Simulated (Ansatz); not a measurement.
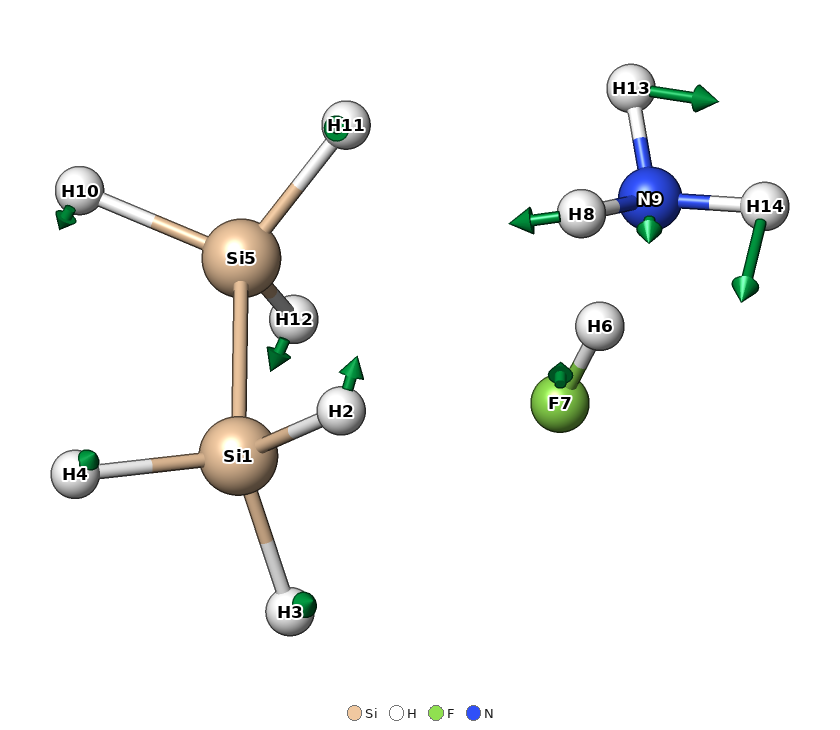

The arrows show one normal mode. Harmonic vibrations computed with RKS PBE0-D4/def2-TZVP (Ansatz 0.2.0) at a stationary point of the same level.

Estimate its harmonic wavenumber.

41 cm⁻¹; it is mode 2 of 36 counted from the lowest.
